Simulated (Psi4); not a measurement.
# M06-2X/def2-TZVP run of CH4Si (SMILES C[SiH])

What is the energy change on altering one bond length of CH4Si at M06-2X/def2-TZVP? 

Program for the calculation: Psi4 1.11.

1 further run of the same task is left out (set aside as unsound or not needed).

**1. The system as given**

The species is CH4Si (6 atoms), meant as a singlet with charge 0. As SMILES, `C[SiH]`. Geometry: relaxed at PBE0-D4/def2-TZVP.

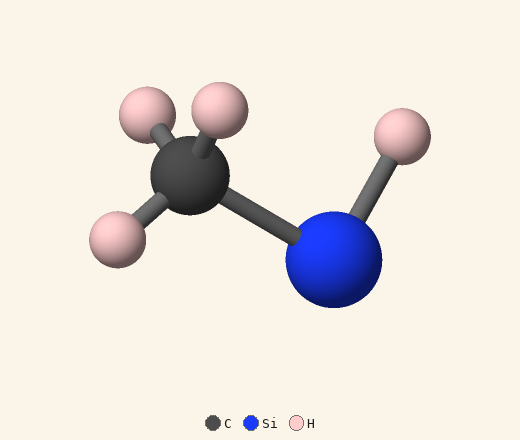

The structure, seen from a chosen angle (carbon dark grey, silicon blue, hydrogen pink).

**2. A single-point energy at M06-2X/def2-TZVP**

ch4si.xyz reads:

```xyz
6
CH4Si
C     -0.093500    -0.366000    -0.370300
Si     0.917300     0.209800     1.122300
H     -1.156900    -0.410100    -0.102200
H      0.215000    -1.335600    -0.763000
H     -0.024000     0.382000    -1.170800
H      0.142200     1.520000     1.284000
```

ch4si.py reads:

```python
import psi4

psi4.set_memory(2200000000)
psi4.set_num_threads(1)
psi4.core.set_output_file('run.log', False)

with open('ch4si.xyz') as f:
    atoms = ''.join(f.readlines()[2:])
geom = psi4.geometry('0 1\n' + atoms + 'symmetry c1')

options = {'puream': True, 'e_convergence': 1e-09, 'd_convergence': 1e-08, 'scf_type': 'pk', 'dft_radial_points': 99, 'dft_spherical_points': 590}
psi4.set_options(options)

E, wfn = psi4.energy('m06-2x/def2-TZVP', return_wfn=True)
print(f'm06-2x/def2-TZVP energy: {E:.10f} Eh')
for k, v in sorted(psi4.core.scalar_variables().items()):
    print(f'{k:45s} {v:18.10f}')
```

Run with:

```console
python ch4si.py
```

run.log (excerpt; [...] marks lines left out):

```text
[...]
  Running in c1 symmetry.
[...]
  Nuclear repulsion =   48.603693658180966
[...]
  Multiplicity = 1
[...]
  Nalpha       = 12
  Nbeta        = 12
[...]
    Number of basis functions: 92
[...]
   @RKS iter   1:  -329.71482999567900   -3.78225e-01   7.19583e-03 ADIIS/DIIS
[...]
   @RKS iter  10:  -329.91374083634059   -1.31308e-11   7.87524e-09 DIIS
[...]
    Orbital Energies [Eh]
    ---------------------
    Doubly Occupied:
       1A    -67.016703     2A    -10.517358     3A     -5.553984
       4A     -3.865163     5A     -3.860319     6A     -3.858878
       7A     -0.789114     8A     -0.539192     9A     -0.473370
      10A     -0.467789    11A     -0.365067    12A     -0.267762
[...]
  @RKS Final Energy:  -329.91374083634059
   => Energetics <=
    Nuclear Repulsion Energy =             48.6036936581809655
    One-Electron Energy =                -551.1356006158659966
    Two-Electron Energy =                 185.8299522906788752
    DFT Exchange-Correlation Energy =     -13.2117861693344878
    Empirical Dispersion Energy =           0.0000000000000000
    VV10 Nonlocal Energy =                  0.0000000000000000
    Total Energy =                       -329.9137408363405939
[...]
 Multipole Moments:
 ------------------------------------------------------------------------------------
     Multipole            Electronic (a.u.)      Nuclear  (a.u.)        Total (a.u.)
 ------------------------------------------------------------------------------------
 L = 1.  Multiply by 2.5417464519 to convert [e a0] to [Debye]
 Dipole X            :          2.5442184           -2.7843295           -0.2401111
 Dipole Y            :         -0.0637215            0.0109674           -0.0527541
 Dipole Z            :          2.6337101           -2.9256978           -0.2919877
 Magnitude           :                                                    0.3816977
[...]
```

Standard output:

```text
m06-2x/def2-TZVP energy: -329.9137408363 Eh
CURRENT ENERGY                                   -329.9137408363
CURRENT REFERENCE ENERGY                         -329.9137408363
DD SOLVATION ENERGY                                 0.0000000000
DFT FUNCTIONAL TOTAL ENERGY                      -329.9137408363
DFT TOTAL ENERGY                                 -329.9137408363
DFT VV10 ENERGY                                     0.0000000000
DFT XC ENERGY                                     -13.2117861693
GRID ELECTRONS ALPHA                               11.9999991957
GRID ELECTRONS BETA                                11.9999991957
GRID ELECTRONS TOTAL                               23.9999983914
NUCLEAR REPULSION ENERGY                           48.6036936582
ONE-ELECTRON ENERGY                              -551.1356006159
PCM POLARIZATION ENERGY                             0.0000000000
PE ENERGY                                           0.0000000000
SCF ITERATION ENERGY                             -329.9137408363
SCF ITERATIONS                                     10.0000000000
SCF TOTAL ENERGY                                 -329.9137408363
TWO-ELECTRON ENERGY                               185.8299522907
XC GRID RADIAL POINTS                              99.0000000000
XC GRID SPHERICAL POINTS                          590.0000000000
XC GRID TOTAL POINTS                           334754.0000000000
```

Wall time 25 s (1 thread of Intel Xeon Platinum 8488C (Sapphire Rapids), shared host); peak memory 1.4 GiB.

**3. The distorted shape**

job.json reads:

```json
{
 "schema_name": "qcschema_input",
 "schema_version": 1,
 "molecule": {
  "schema_name": "qcschema_molecule",
  "schema_version": 2,
  "symbols": ["C", "Si", "H", "H", "H", "H"],
  "geometry": [2.23468618, -0.59163734, -1.30771127, 4.14482135, 0.49646696, 1.51289395, -2.18622415, -0.77497668, -0.19313001, 2.81766669, -2.4239158, -2.04980671, 2.36602215, 0.8218778, -2.82043703, 2.68009463, 2.97238613, 1.81846266],
  "molecular_charge": 0,
  "molecular_multiplicity": 1,
  "fix_symmetry": "c1"
 },
 "driver": "energy",
 "model": {
  "method": "m06-2x",
  "basis": "def2-TZVP"
 },
 "keywords": {
  "puream": true,
  "e_convergence": 1e-09,
  "d_convergence": 1e-08,
  "scf_type": "pk",
  "dft_radial_points": 99,
  "dft_spherical_points": 590
 }
}
```

Run with:

```console
psi4 --qcschema job.json -n 1 --memory 2200MB
```

stdout (excerpt; [...] marks lines left out):

```text
[...]
  Running in c1 symmetry.
[...]
  Nuclear repulsion =   45.863788184556590
[...]
  Multiplicity = 1
[...]
  Nalpha       = 12
  Nbeta        = 12
[...]
    Number of basis functions: 92
[...]
   @RKS iter   1:  -329.32612868931108   -2.86517e-01   8.22468e-03 ADIIS/DIIS
[...]
   @RKS iter  13:  -329.73754255966657   -3.46745e-12   5.11796e-09 DIIS
[...]
    Orbital Energies [Eh]
    ---------------------
    Doubly Occupied:
       1A    -67.033127     2A    -10.583931     3A     -5.569699
       4A     -3.880671     5A     -3.876149     6A     -3.874897
       7A     -0.777954     8A     -0.549929     9A     -0.490655
      10A     -0.380910    11A     -0.332244    12A     -0.271806
[...]
  @RKS Final Energy:  -329.73754255966657
   => Energetics <=
    Nuclear Repulsion Energy =             45.8637881845565900
    One-Electron Energy =                -545.2915966469619207
    Two-Electron Energy =                 182.8090969204845067
    DFT Exchange-Correlation Energy =     -13.1188310177457037
    Empirical Dispersion Energy =           0.0000000000000000
    VV10 Nonlocal Energy =                  0.0000000000000000
    Total Energy =                       -329.7375425596665082
[...]
 Multipole Moments:
 ------------------------------------------------------------------------------------
     Multipole            Electronic (a.u.)      Nuclear  (a.u.)        Total (a.u.)
 ------------------------------------------------------------------------------------
 L = 1.  Multiply by 2.5417464519 to convert [e a0] to [Debye]
 Dipole X            :          4.2201882           -3.8703649            0.3498233
 Dipole Y            :          0.0840996           -0.0340717            0.0500279
 Dipole Z            :          2.4669386           -2.6518912           -0.1849527
 Magnitude           :                                                    0.3988567
[...]
```

The result, in JSON:

```text
{
 "driver": "energy",
 "model": {
  "method": "m06-2x",
  "basis": "def2-TZVP"
 },
 "success": true,
 "return_result": -329.73754255966657,
 "properties": {
  "calcinfo_nbasis": 92,
  "calcinfo_nmo": 92,
  "calcinfo_nalpha": 12,
  "calcinfo_nbeta": 12,
  "calcinfo_natom": 6,
  "nuclear_repulsion_energy": 45.86378818455659,
  "return_energy": -329.73754255966657,
  "scf_one_electron_energy": -545.2915966469619,
  "scf_two_electron_energy": 182.8090969204845,
  "scf_xc_energy": -13.118831017745704,
  "scf_dipole_moment": [0.3498233195510667, 0.05002788789015439, -0.18495265139066008],
  "scf_total_energy": -329.73754255966657,
  "scf_iterations": 13
 }
}
```

It took 39 s on 1 thread of Intel Xeon Platinum 8488C (Sapphire Rapids), shared host; peak memory 1.4 GiB.

**4. Results**

Level: M06-2X/def2-TZVP.

```
                                                         quantity          value
                                        first shape: total energy  -329.91374 Eh
                                       first shape: dipole moment         0.97 D
                                         first shape: HOMO energy       -7.29 eV
                                         first shape: LUMO energy       -1.64 eV
                                       first shape: HOMO–LUMO gap        5.65 eV
                                    distorted shape: total energy  -329.73754 Eh
                                   distorted shape: dipole moment         1.01 D
                                     distorted shape: HOMO energy       -7.40 eV
                                     distorted shape: LUMO energy       -3.10 eV
                                   distorted shape: HOMO–LUMO gap        4.29 eV
energy change with the C1–H3 bond stretched from 1.098 to 2.415 Å       4.795 eV
```

With the C1–H3 bond stretched from 1.098 to 2.415 Å the energy rises by 4.79 eV (463 kJ/mol). The first shape isn't relaxed at this level, so the change isn't measured from a minimum. A restricted reference can't describe the breaking bond well at this length.
